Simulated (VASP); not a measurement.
Band structure of Dy (space group P6_3/mmc). Level of theory: PBE GGA, VASP's PBE PAW potentials (set 64) (plane waves; VASP 6.6.1).

The run has a spin-polarised start.

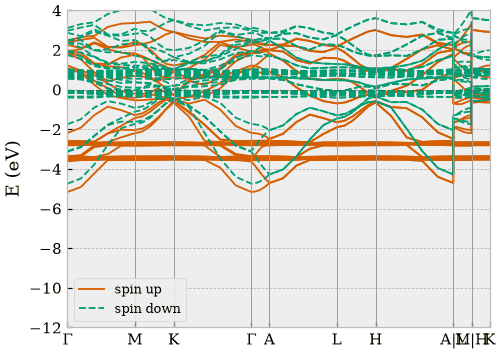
*Bands along high-symmetry lines, zero at the valence-band maximum or, without a gap, the Fermi level*

Question: Read the plot: is there a gap, and where are the band edges?

Answer: It has no gap at this level: it comes out as a metal or semimetal.

The structure comes from a computed database's Dy entry; how it stands against other phases isn't given here. The cell was not relaxed at this level.
